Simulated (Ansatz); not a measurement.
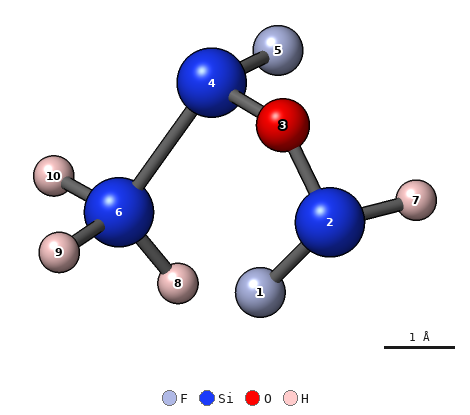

*The structure as given in the input (ball-and-stick view, seen at a tilt; atoms are numbered from 1 in the order of the input).*

Bond lengths as drawn: F–Si 1.64 to 1.66 Å, H–Si 1.45 to 1.51 Å, O–Si 1.56 to 1.61 Å and Si–Si 2.46 Å.

## Run report: Si3H4OF2, geometry relaxation (part 1 of 2)

The run: geometry relaxation of Si3H4OF2. Method and program: RKS LDA/def2-SVP (Ansatz 0.2.0).

It belongs to a series of runs on one base structure; here: end point B relaxed. Figures and captions count atoms from 1; the log counts them from 0 in places.

Input:
```yaml
crystal:
  periodic: [false, false, false]
  atoms:
    - { symbol: F, position_ang: [-1.22275, -1.05711, 0.087] }
    - { symbol: Si, position_ang: [-0.6194, -1.1733, -1.4553] }
    - { symbol: O, position_ang: [0.6564, -0.2841, -1.4605] }
    - { symbol: Si, position_ang: [1.0645, 0.9614, -0.5332] }
    - { symbol: F, position_ang: [0.2457, 2.231, -1.1774] }
    - { symbol: Si, position_ang: [0.0375, 0.5963, 1.6675] }
    - { symbol: H, position_ang: [-1.42575, -0.41006, -2.43371] }
    - { symbol: H, position_ang: [-1.4026, 0.4478, 1.5562] }
    - { symbol: H, position_ang: [0.6484, -0.6132, 2.3274] }
    - { symbol: H, position_ang: [0.3573, 1.7587, 2.5485] }
basis:
  gaussian: { orbitals: def2-SVP }
hamiltonian:
  xc: lda
relax:
  f_tol: 0.015
  max_steps: 40
```

Hardware: 2 threads of Intel Xeon (Sapphire Rapids), 16 GiB of memory available, shared host.

Launch command:
```bash
ansatz run input.yaml --threads 2 --pin off --max-ram 3072MiB --backend cpu --events-out ev --progress --plain --runs-dir out
```

Log:
```
The last accepted step is kept in [file] (removed where the run ends without a failure and the disk answers)
Engine: ansatz 0.2.0, x86_64-unknown-linux-gnu
Functional definition: SPW92
  exchange = slater_x
  correlation = pw_c
1259 factors; their error is unknown
mean field evaluation 1: about -31014.0872 eV, gradient 6.8e1 eV
mean field evaluation 2: about -30960.4815 eV, gradient 1.7e2 eV
mean field evaluation 4: about -31012.3801 eV, gradient 4.3e1 eV
mean field evaluation 8: about -31019.1983 eV, gradient 1.9e1 eV
mean field evaluation 16: about -31022.3117 eV, gradient 2.6e-1 eV
mean field -31022.20247895 eV, -1140.0449134973 hartree, gradient 1.2e-5 eV, S^2 0.000000; 1 other end points of the search recorded, 0 dependent functions left out
the calculation of the forces begins
reference -31022.20251568 eV, -1140.0449148472 hartree; 36, 36 occupied and 80, 80 virtual orbitals, 1259 factors
relax step   1: F+E_penalty+E_count = -31022.20247895 eV  Δ(F+E_penalty+E_count) = +0.000e0 eV  max|allowed force component| = 4.458e0 eV/Å  Δτ_max = 0.0000 Å  (88 SCF iters, accepted)
these checks for a lower state are left out or cut short: starts, cluster_reference, orbital_swaps, neighbouring_geometries, increment
1259 factors; their error is unknown
mean field evaluation 32: about -31022.9949 eV, gradient 2.0e-3 eV
mean field -31022.87902001 eV, -1140.0697759228 hartree, gradient 9.7e-6 eV, S^2 0.000000; 1 other end points of the search recorded, 0 dependent functions left out
[... from here on the field's lines of each further geometry are left out, up to the last ...]
relax step   2: F+E_penalty+E_count = -31022.87902001 eV  Δ(F+E_penalty+E_count) = -6.765e-1 eV  max|allowed force component| = 2.391e0 eV/Å  Δτ_max = 0.1974 Å  (76 SCF iters, accepted)
relax step   3: F+E_penalty+E_count = -31023.08927221 eV  Δ(F+E_penalty+E_count) = -2.103e-1 eV  max|allowed force component| = 7.072e-1 eV/Å  Δτ_max = 0.1937 Å  (77 SCF iters, accepted)
relax step   4: F+E_penalty+E_count = -31023.11337279 eV  Δ(F+E_penalty+E_count) = -2.410e-2 eV  max|allowed force component| = 4.787e-1 eV/Å  Δτ_max = 0.0631 Å  (62 SCF iters, accepted)
relax step   5: F+E_penalty+E_count = -31023.12925699 eV  Δ(F+E_penalty+E_count) = -1.588e-2 eV  max|allowed force component| = 2.827e-1 eV/Å  Δτ_max = 0.0526 Å  (64 SCF iters, accepted)
relax step   6: F+E_penalty+E_count = -31023.10320598 eV  Δ(F+E_penalty+E_count) = +2.605e-2 eV  max|allowed force component| = 4.272e-1 eV/Å  Δτ_max = 0.1475 Å  (68 SCF iters, rejected (line search))
relax step   7: F+E_penalty+E_count = -31023.13907334 eV  Δ(F+E_penalty+E_count) = -9.816e-3 eV  max|allowed force component| = 7.525e-2 eV/Å  Δτ_max = 0.0667 Å  (62 SCF iters, accepted)
relax step   8: F+E_penalty+E_count = -31023.14027458 eV  Δ(F+E_penalty+E_count) = -1.201e-3 eV  max|allowed force component| = 5.953e-2 eV/Å  Δτ_max = 0.0341 Å  (63 SCF iters, accepted)
relax step   9: F+E_penalty+E_count = -31023.14110857 eV  Δ(F+E_penalty+E_count) = -8.340e-4 eV  max|allowed force component| = 3.709e-2 eV/Å  Δτ_max = 0.0134 Å  (64 SCF iters, accepted)
relax step  10: F+E_penalty+E_count = -31023.14340863 eV  Δ(F+E_penalty+E_count) = -2.300e-3 eV  max|allowed force component| = 8.382e-2 eV/Å  Δτ_max = 0.0497 Å  (63 SCF iters, accepted)
relax step  11: F+E_penalty+E_count = -31023.14816077 eV  Δ(F+E_penalty+E_count) = -4.752e-3 eV  max|allowed force component| = 1.438e-1 eV/Å  Δτ_max = 0.0630 Å  (64 SCF iters, accepted)
relax step  12: F+E_penalty+E_count = -31023.16007451 eV  Δ(F+E_penalty+E_count) = -1.191e-2 eV  max|allowed force component| = 2.744e-1 eV/Å  Δτ_max = 0.0986 Å  (64 SCF iters, accepted)
relax step  13: F+E_penalty+E_count = -31023.18899965 eV  Δ(F+E_penalty+E_count) = -2.893e-2 eV  max|allowed force component| = 4.191e-1 eV/Å  Δτ_max = 0.1472 Å  (70 SCF iters, accepted)
relax step  14: F+E_penalty+E_count = -31023.25340946 eV  Δ(F+E_penalty+E_count) = -6.441e-2 eV  max|allowed force component| = 4.548e-1 eV/Å  Δτ_max = 0.1951 Å  (71 SCF iters, accepted)
relax step  15: F+E_penalty+E_count = -31023.36505341 eV  Δ(F+E_penalty+E_count) = -1.116e-1 eV  max|allowed force component| = 6.172e-1 eV/Å  Δτ_max = 0.1902 Å  (58 SCF iters, accepted)
relax step  16: F+E_penalty+E_count = -31023.59824395 eV  Δ(F+E_penalty+E_count) = -2.332e-1 eV  max|allowed force component| = 1.160e0 eV/Å  Δτ_max = 0.1951 Å  (38 SCF iters, accepted)
relax step  17: F+E_penalty+E_count = -31024.05940725 eV  Δ(F+E_penalty+E_count) = -4.612e-1 eV  max|allowed force component| = 1.391e0 eV/Å  Δτ_max = 0.1949 Å  (36 SCF iters, accepted)
relax step  18: F+E_penalty+E_count = -31024.53183017 eV  Δ(F+E_penalty+E_count) = -4.724e-1 eV  max|allowed force component| = 8.087e-1 eV/Å  Δτ_max = 0.1949 Å  (35 SCF iters, accepted)
relax step  19: F+E_penalty+E_count = -31024.78367235 eV  Δ(F+E_penalty+E_count) = -2.518e-1 eV  max|allowed force component| = 7.958e-1 eV/Å  Δτ_max = 0.1951 Å  (35 SCF iters, accepted)
relax step  20: F+E_penalty+E_count = -31024.88771985 eV  Δ(F+E_penalty+E_count) = -1.040e-1 eV  max|allowed force component| = 6.030e-1 eV/Å  Δτ_max = 0.1793 Å  (29 SCF iters, accepted)
relax step  21: F+E_penalty+E_count = -31024.95909714 eV  Δ(F+E_penalty+E_count) = -7.138e-2 eV  max|allowed force component| = 8.163e-1 eV/Å  Δτ_max = 0.1497 Å  (30 SCF iters, accepted)
relax step  22: F+E_penalty+E_count = -31025.03598185 eV  Δ(F+E_penalty+E_count) = -7.688e-2 eV  max|allowed force component| = 8.326e-1 eV/Å  Δτ_max = 0.1953 Å  (35 SCF iters, accepted)
relax step  23: F+E_penalty+E_count = -31025.11387802 eV  Δ(F+E_penalty+E_count) = -7.790e-2 eV  max|allowed force component| = 9.840e-1 eV/Å  Δτ_max = 0.1962 Å  (35 SCF iters, accepted)
relax step  24: F+E_penalty+E_count = -31025.19553970 eV  Δ(F+E_penalty+E_count) = -8.166e-2 eV  max|allowed force component| = 1.158e0 eV/Å  Δτ_max = 0.1949 Å  (35 SCF iters, accepted)
relax step  25: F+E_penalty+E_count = -31025.25854381 eV  Δ(F+E_penalty+E_count) = -6.300e-2 eV  max|allowed force component| = 1.348e0 eV/Å  Δτ_max = 0.1417 Å  (35 SCF iters, accepted)
relax step  26: F+E_penalty+E_count = -31025.37694192 eV  Δ(F+E_penalty+E_count) = -1.184e-1 eV  max|allowed force component| = 4.525e-1 eV/Å  Δτ_max = 0.1988 Å  (35 SCF iters, accepted)
relax step  27: F+E_penalty+E_count = -31025.42861968 eV  Δ(F+E_penalty+E_count) = -5.168e-2 eV  max|allowed force component| = 2.424e-1 eV/Å  Δτ_max = 0.1997 Å  (35 SCF iters, accepted)
relax step  28: F+E_penalty+E_count = -31025.45833843 eV  Δ(F+E_penalty+E_count) = -2.972e-2 eV  max|allowed force component| = 4.487e-1 eV/Å  Δτ_max = 0.1961 Å  (35 SCF iters, accepted)
relax step  29: F+E_penalty+E_count = -31025.48076730 eV  Δ(F+E_penalty+E_count) = -2.243e-2 eV  max|allowed force component| = 2.032e-1 eV/Å  Δτ_max = 0.1993 Å  (30 SCF iters, accepted)
relax step  30: F+E_penalty+E_count = -31025.48540019 eV  Δ(F+E_penalty+E_count) = -4.633e-3 eV  max|allowed force component| = 3.052e-1 eV/Å  Δτ_max = 0.1947 Å  (35 SCF iters, accepted)
relax step  31: F+E_penalty+E_count = -31025.49880455 eV  Δ(F+E_penalty+E_count) = -1.340e-2 eV  max|allowed force component| = 1.836e-1 eV/Å  Δτ_max = 0.0892 Å  (29 SCF iters, accepted)
relax step  32: F+E_penalty+E_count = -31025.51168585 eV  Δ(F+E_penalty+E_count) = -1.288e-2 eV  max|allowed force component| = 2.456e-1 eV/Å  Δτ_max = 0.2000 Å  (35 SCF iters, accepted)
relax step  33: F+E_penalty+E_count = -31025.52032711 eV  Δ(F+E_penalty+E_count) = -8.641e-3 eV  max|allowed force component| = 2.352e-1 eV/Å  Δτ_max = 0.2000 Å  (35 SCF iters, accepted)
relax step  34: F+E_penalty+E_count = -31025.52820328 eV  Δ(F+E_penalty+E_count) = -7.876e-3 eV  max|allowed force component| = 8.205e-2 eV/Å  Δτ_max = 0.0619 Å  (30 SCF iters, accepted)
relax step  35: F+E_penalty+E_count = -31025.53122228 eV  Δ(F+E_penalty+E_count) = -3.019e-3 eV  max|allowed force component| = 4.804e-2 eV/Å  Δτ_max = 0.0535 Å  (30 SCF iters, accepted)
relax step  36: F+E_penalty+E_count = -31025.53294648 eV  Δ(F+E_penalty+E_count) = -1.724e-3 eV  max|allowed force component| = 2.382e-1 eV/Å  Δτ_max = 0.0919 Å  (29 SCF iters, accepted)
relax step  37: F+E_penalty+E_count = -31025.53469844 eV  Δ(F+E_penalty+E_count) = -1.752e-3 eV  max|allowed force component| = 6.002e-2 eV/Å  Δτ_max = 0.0398 Å  (30 SCF iters, accepted)
the calculation of the forces begins
reference -31025.53516521 eV, -1140.1673874586 hartree; 36, 36 occupied and 80, 80 virtual orbitals, 1259 factors
relax step  38: F+E_penalty+E_count = -31025.53512794 eV  Δ(F+E_penalty+E_count) = -4.295e-4 eV  max|allowed force component| = 1.278e-2 eV/Å  Δτ_max = 0.0194 Å  (29 SCF iters, accepted)
1259 factors; their error is unknown
mean field evaluation 384: about -31025.6466 eV, gradient 1.1e-1 eV
```

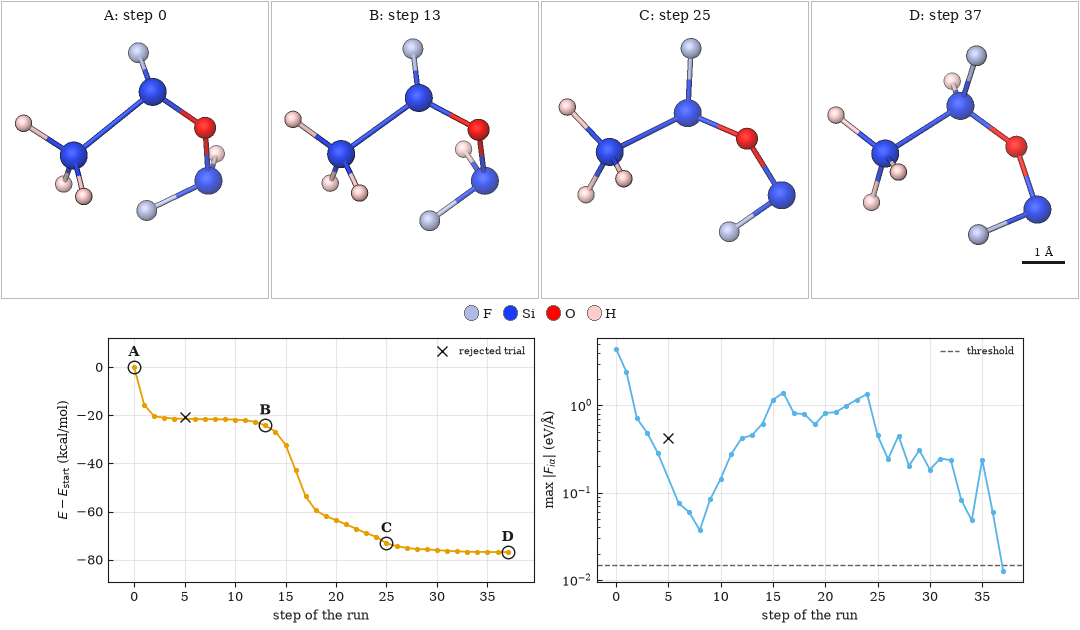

*Frames of the relaxation (ball-and-stick view, seen at a tilt) above the curves, on which the letters mark them (the first geometry is step 0 here and step 1 in the log).*
